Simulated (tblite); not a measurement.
Geometry relaxation, with input and output: C₄H₄F₄ (part 4 of 4)

The same run, continued: C₄H₄F₄; GFN2-xTB geometry optimisation, gas phase (tblite 0.8.0). It belongs to a series of runs on one base structure; here: constitutional isomer.

Geometry of the input (Å):
```
F  2.4467  -0.7990  -0.4746
C  1.4646  -0.3910  0.4326
C  0.7274  0.7072  -0.1211
C  -0.5751  0.7321  -0.3640
F  -1.1633  1.8441  -0.8922
C  -1.4921  -0.4104  -0.0713
F  -2.0553  -0.7697  -1.3022
F  -2.5521  0.1266  0.6347
H  2.0629  -0.0973  1.3611
H  0.9196  -1.2924  0.7551
H  1.2675  1.6277  -0.3915
H  -1.0494  -1.2786  0.4073
```

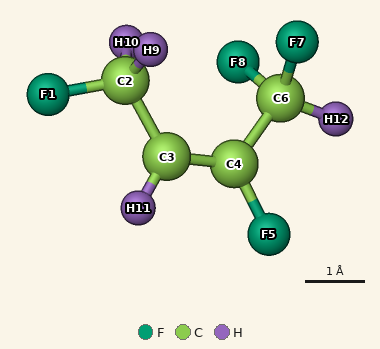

Fig. 1: The geometry at step 162 of the log (ball-and-stick view, seen at a tilt; atoms are numbered from 1 in the order of the input).

Trajectory as extended XYZ, continued
```
12
Properties=species:S:1:pos:R:3:forces:R:3 step=145 energy=-802.78282
F     2.6286   -0.3712    0.6909    0.0450   0.0300  -0.0130
C     1.3132   -0.0392    0.8774   -0.0630  -0.0180  -0.0160
C     0.7747    0.6071   -0.3559    0.0030   0.0460   0.0090
C    -0.4438    0.4321   -0.8426   -0.0310   0.0160   0.0080
F    -0.8480    1.1035   -1.9405    0.0440  -0.0210   0.0160
C    -1.5301   -0.4582   -0.2936    0.0140  -0.0220  -0.0420
F    -1.9201   -0.0609    0.9417    0.0070   0.0530   0.0510
F    -1.0859   -1.7284   -0.1433   -0.0130  -0.0590  -0.0200
H     1.2876    0.6702    1.7164   -0.0310  -0.0290  -0.0120
H     0.7846   -0.9579    1.1416    0.0050  -0.0110   0.0310
H     1.4527    1.2756   -0.8668    0.0150   0.0050  -0.0270
H    -2.4124   -0.4734   -0.9514    0.0030   0.0120   0.0160
12
Properties=species:S:1:pos:R:3:forces:R:3 step=148 energy=-802.78397
F     2.6254   -0.3659    0.6950    0.0140   0.0010  -0.0040
C     1.3082   -0.0353    0.8799    0.0130   0.0060   0.0050
C     0.7749    0.6087   -0.3555   -0.0100   0.0090   0.0150
C    -0.4436    0.4318   -0.8411    0.0210  -0.0230  -0.0220
F    -0.8385    1.0929   -1.9470   -0.0100   0.0100  -0.0190
C    -1.5291   -0.4614   -0.2952    0.0040   0.0130   0.0080
F    -1.9083   -0.0729    0.9485    0.0330   0.0030   0.0020
F    -1.0921   -1.7372   -0.1653   -0.0230   0.0040  -0.0020
H     1.2857    0.6778    1.7140   -0.0390   0.0040   0.0300
H     0.7783   -0.9502    1.1543    0.0120  -0.0220  -0.0050
H     1.4573    1.2723   -0.8685   -0.0130  -0.0050  -0.0130
H    -2.4169   -0.4612   -0.9452   -0.0030   0.0000   0.0050
12
Properties=species:S:1:pos:R:3:forces:R:3 step=151 energy=-802.78539
F     2.6280   -0.3437    0.7006    0.0170   0.0040   0.0280
C     1.3074   -0.0289    0.8879   -0.0030   0.0340  -0.0280
C     0.7727    0.6102   -0.3511    0.0250  -0.0460  -0.0210
C    -0.4405    0.4234   -0.8458   -0.0070   0.0120  -0.0150
F    -0.8264    1.0722   -1.9631   -0.0050  -0.0040   0.0030
C    -1.5321   -0.4600   -0.2959    0.0210   0.0270  -0.0240
F    -1.8921   -0.0798    0.9551    0.0330   0.0010   0.0170
F    -1.1108   -1.7426   -0.1876   -0.0010  -0.0240   0.0280
H     1.2717    0.6808    1.7243   -0.0130   0.0170   0.0190
H     0.7896   -0.9505    1.1640   -0.0070  -0.0240  -0.0410
H     1.4589    1.2606   -0.8779   -0.0280  -0.0080   0.0410
H    -2.4253   -0.4424   -0.9367   -0.0310   0.0100  -0.0070
12
Properties=species:S:1:pos:R:3:forces:R:3 step=153 energy=-802.78675
F     2.6303   -0.3203    0.7139    0.0330   0.0310   0.0440
C     1.3044   -0.0233    0.8916   -0.0110  -0.0260  -0.0110
C     0.7732    0.6094   -0.3515    0.0240  -0.0450  -0.0230
C    -0.4358    0.4159   -0.8520   -0.0590   0.0250   0.0140
F    -0.8167    1.0537   -1.9769   -0.0060   0.0020  -0.0090
C    -1.5311   -0.4562   -0.2942    0.0060  -0.0260  -0.0430
F    -1.8768   -0.0789    0.9608    0.0260   0.0290   0.0180
F    -1.1213   -1.7436   -0.1913    0.0040  -0.0300   0.0180
H     1.2471    0.6761    1.7368    0.0000   0.0080  -0.0290
H     0.8002   -0.9578    1.1534   -0.0160   0.0050  -0.0360
H     1.4558    1.2545   -0.8867    0.0310   0.0160   0.0470
H    -2.4282   -0.4300   -0.9298   -0.0330   0.0120   0.0100
12
Properties=species:S:1:pos:R:3:forces:R:3 step=156 energy=-802.79230
F     2.6453   -0.2054    0.7960   -0.1000   0.0740   0.0500
C     1.2879   -0.0184    0.8887    0.0790  -0.0990   0.1230
C     0.7824    0.5927   -0.3726    0.0240   0.0210   0.0320
C    -0.4248    0.3963   -0.8732   -0.0480  -0.0080  -0.0010
F    -0.7912    1.0049   -2.0163   -0.0770   0.0260  -0.0660
C    -1.5210   -0.4484   -0.2848   -0.0680  -0.0610   0.0250
F    -1.8287   -0.0400    0.9725    0.0020   0.0210  -0.0200
F    -1.1325   -1.7420   -0.1592   -0.0150   0.0170  -0.0300
H     1.1137    0.6425    1.7556    0.0340  -0.0770  -0.1800
H     0.8454   -1.0028    1.0827    0.0350   0.0730   0.0070
H     1.4576    1.2349   -0.9153    0.1420   0.0280   0.0310
H    -2.4327   -0.4150   -0.9002   -0.0090  -0.0160   0.0300
12
Properties=species:S:1:pos:R:3:forces:R:3 step=159 energy=-802.80208
F     2.6508   -0.0577    0.8944   -0.2140  -0.0050  -0.0110
C     1.2770   -0.0206    0.8886    0.0800   0.0640   0.0190
C     0.7911    0.5624   -0.3983    0.0850   0.0230   0.0230
C    -0.4240    0.3859   -0.8928    0.0680  -0.0260  -0.0610
F    -0.7877    0.9740   -2.0507   -0.0260  -0.0290   0.0480
C    -1.5207   -0.4440   -0.2792   -0.0320   0.0830   0.0350
F    -1.7966   -0.0084    0.9778   -0.0020  -0.0460  -0.0150
F    -1.1359   -1.7374   -0.1448   -0.0490   0.0370  -0.0090
H     0.9775    0.6166    1.7353    0.0150  -0.0780  -0.0610
H     0.9190   -1.0435    1.0490    0.0630   0.0390   0.0050
H     1.4995    1.1790   -0.9353   -0.0250  -0.0220   0.0180
H    -2.4488   -0.4071   -0.8700    0.0360  -0.0390   0.0080
12
Properties=species:S:1:pos:R:3:forces:R:3 step=162 energy=-802.80508
F     2.6439   -0.0107    0.9203   -0.1060  -0.0090   0.0010
C     1.2730   -0.0160    0.8911    0.0330   0.0140   0.0010
C     0.7958    0.5578   -0.4031    0.0200  -0.0140  -0.0020
C    -0.4188    0.3810   -0.8996    0.0020  -0.0150  -0.0050
F    -0.7876    0.9558   -2.0626    0.0270  -0.0230   0.0480
C    -1.5202   -0.4368   -0.2759   -0.0050   0.0120  -0.0050
F    -1.7886   -0.0061    0.9820   -0.0010   0.0090   0.0110
F    -1.1446   -1.7337   -0.1446   -0.0200   0.0030  -0.0060
H     0.9379    0.6028    1.7363    0.0020  -0.0470  -0.0380
H     0.9468   -1.0522    1.0396    0.0420   0.0550  -0.0070
H     1.5129    1.1571   -0.9452   -0.0080   0.0190  -0.0010
H    -2.4493   -0.3997   -0.8643    0.0160  -0.0040   0.0030
12
Properties=species:S:1:pos:R:3:forces:R:3 step=164 energy=-802.80707
F     2.6348    0.0519    0.9548   -0.0720  -0.0020   0.0190
C     1.2675   -0.0113    0.8900    0.0530  -0.0340   0.0550
C     0.8022    0.5501   -0.4111   -0.0320   0.0120  -0.0020
C    -0.4124    0.3721   -0.9058   -0.0330  -0.0140   0.0030
F    -0.7793    0.9251   -2.0782    0.0250   0.0160  -0.0070
C    -1.5186   -0.4284   -0.2701   -0.0250  -0.0680   0.0130
F    -1.7796    0.0128    0.9857    0.0000   0.0190  -0.0140
F    -1.1537   -1.7287   -0.1289   -0.0080   0.0110   0.0000
H     0.8811    0.5745    1.7369    0.0170  -0.0330  -0.0590
H     0.9852   -1.0635    1.0136    0.0290   0.0340   0.0080
H     1.5233    1.1394   -0.9561    0.0170   0.0330  -0.0320
H    -2.4495   -0.3948   -0.8567    0.0280   0.0260   0.0160
12
Properties=species:S:1:pos:R:3:forces:R:3 step=167 energy=-802.80912
F     2.6136    0.1722    1.0130    0.1480   0.0360   0.0460
C     1.2695   -0.0151    0.8847   -0.0660  -0.0300  -0.0650
C     0.8089    0.5335   -0.4245   -0.0120   0.0030  -0.0010
C    -0.4083    0.3553   -0.9135    0.0260   0.0090   0.0170
F    -0.7649    0.8822   -2.0997   -0.0190   0.0360  -0.0510
C    -1.5229   -0.4163   -0.2570    0.0260  -0.0190  -0.0140
F    -1.7936    0.0781    0.9770    0.0170  -0.0300  -0.0110
F    -1.1656   -1.7115   -0.0692    0.0010  -0.0080   0.0530
H     0.7880    0.5000    1.7215   -0.0290   0.0600   0.0820
H     1.0855   -1.0900    0.9691   -0.0170  -0.0750  -0.0080
H     1.5375    1.1105   -0.9758   -0.0360  -0.0140  -0.0250
H    -2.4463   -0.3998   -0.8517   -0.0400   0.0330  -0.0250
12
Properties=species:S:1:pos:R:3:forces:R:3 step=170 energy=-802.81040
F     2.6132    0.1858    1.0245    0.0190   0.0130   0.0180
C     1.2686   -0.0155    0.8849   -0.0120  -0.0180  -0.0190
C     0.8096    0.5312   -0.4262   -0.0010   0.0010   0.0020
C    -0.4074    0.3538   -0.9159    0.0040   0.0120   0.0070
F    -0.7644    0.8821   -2.1027   -0.0040   0.0090  -0.0090
C    -1.5224   -0.4159   -0.2569    0.0070  -0.0090  -0.0200
F    -1.7913    0.0817    0.9763    0.0120  -0.0160  -0.0050
F    -1.1658   -1.7103   -0.0632    0.0000  -0.0060   0.0320
H     0.7768    0.4948    1.7221    0.0040   0.0070   0.0170
H     1.0945   -1.0946    0.9627    0.0030  -0.0090   0.0050
H     1.5373    1.1052   -0.9814   -0.0200  -0.0060  -0.0140
H    -2.4476   -0.3991   -0.8502   -0.0130   0.0220  -0.0150
12
Properties=species:S:1:pos:R:3:forces:R:3 step=173 energy=-802.81117
F     2.6038    0.2369    1.0513   -0.0090   0.0070   0.0000
C     1.2711   -0.0187    0.8826    0.0030  -0.0060  -0.0050
C     0.8121    0.5235   -0.4308    0.0080  -0.0080   0.0000
C    -0.4060    0.3474   -0.9185   -0.0020   0.0090   0.0010
F    -0.7593    0.8696   -2.1096   -0.0080  -0.0060   0.0060
C    -1.5250   -0.4110   -0.2531    0.0010   0.0120  -0.0120
F    -1.8013    0.1097    0.9691    0.0110  -0.0090   0.0010
F    -1.1713   -1.7014   -0.0306    0.0020   0.0000   0.0100
H     0.7436    0.4600    1.7173    0.0080  -0.0120   0.0030
H     1.1422   -1.1062    0.9426    0.0000   0.0170   0.0070
H     1.5385    1.0908   -0.9946   -0.0060  -0.0070   0.0040
H    -2.4471   -0.4013   -0.8518   -0.0060   0.0040  -0.0150
12
Properties=species:S:1:pos:R:3:forces:R:3 step=175 energy=-802.81145
F     2.5956    0.2745    1.0686   -0.0160   0.0020  -0.0060
C     1.2729   -0.0194    0.8818    0.0110  -0.0010   0.0040
C     0.8142    0.5171   -0.4340    0.0030  -0.0090   0.0030
C    -0.4050    0.3430   -0.9198   -0.0040   0.0010   0.0020
F    -0.7562    0.8577   -2.1149   -0.0050  -0.0030   0.0020
C    -1.5278   -0.4067   -0.2510    0.0010   0.0080   0.0020
F    -1.8077    0.1262    0.9651    0.0070  -0.0010  -0.0010
F    -1.1776   -1.6954   -0.0124    0.0030   0.0050  -0.0030
H     0.7224    0.4360    1.7147    0.0050  -0.0130  -0.0060
H     1.1763   -1.1110    0.9323   -0.0030   0.0190   0.0030
H     1.5418    1.0780   -1.0027   -0.0040  -0.0070   0.0070
H    -2.4477   -0.4006   -0.8537    0.0020  -0.0010  -0.0070
12
Properties=species:S:1:pos:R:3:forces:R:3 step=178 energy=-802.81158
F     2.5861    0.3112    1.0842   -0.0070   0.0000  -0.0040
C     1.2745   -0.0189    0.8818    0.0010   0.0000   0.0060
C     0.8160    0.5100   -0.4370   -0.0020  -0.0010   0.0050
C    -0.4043    0.3388   -0.9212    0.0000  -0.0020   0.0020
F    -0.7531    0.8444   -2.1208    0.0020   0.0020   0.0000
C    -1.5306   -0.4023   -0.2491    0.0020  -0.0010   0.0070
F    -1.8118    0.1395    0.9627    0.0020   0.0030  -0.0060
F    -1.1840   -1.6901    0.0000    0.0020   0.0040  -0.0060
H     0.7027    0.4138    1.7120    0.0010   0.0000  -0.0050
H     1.2081   -1.1128    0.9259   -0.0010   0.0030  -0.0040
H     1.5462    1.0639   -1.0092   -0.0060  -0.0070   0.0020
H    -2.4485   -0.3981   -0.8553    0.0040  -0.0020   0.0030
```

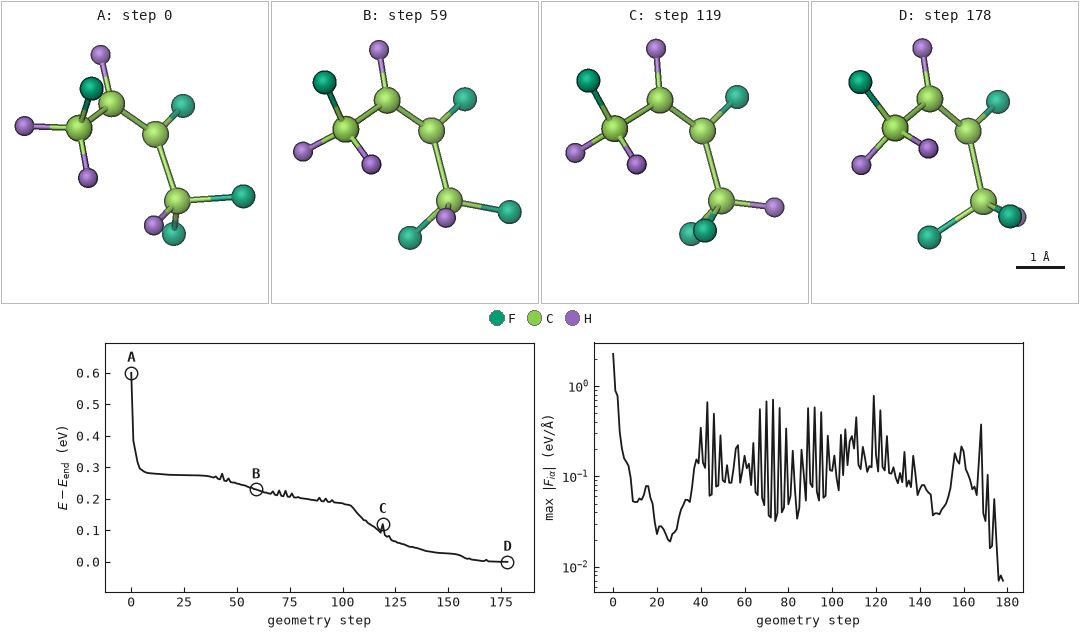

Fig. 2: Frames of the relaxation (ball-and-stick view, seen at a tilt) above the curves, on which the letters mark them (steps are counted from 0).

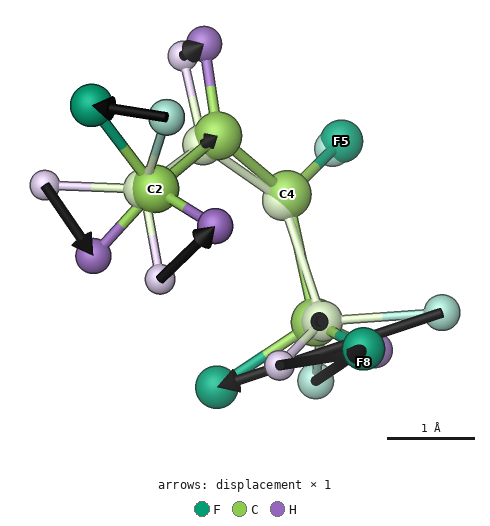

Fig. 3: Start (faint) and end (solid) with the displacements as black arrows, at true length (ball-and-stick view, seen at a tilt). The two geometries are laid on each other by the best rigid fit. The energy falls by 0.600 eV in 178 geometry steps. The largest force component goes from 2.3 to 0.007 eV/Å. The atom that moves furthest after the best rigid fit is F7 (2.78 Å). By element the largest moves are F 2.78 Å, H 2.16 Å, C 0.24 Å. Among the contacts that change: C2–C3 1.434 → 1.493 Å, C2–H9 1.143 → 1.097 Å, C6–F7 1.401 → 1.357 Å, F1–C2 1.398 → 1.368 Å. Among the angles that change: C3–C2–H10 119.0° → 111.7°, H9–C2–H10 103.4° → 109.4°, C4–C6–F7 105.7° → 110.9°. (Atoms are counted from 1 in the order of the input.)
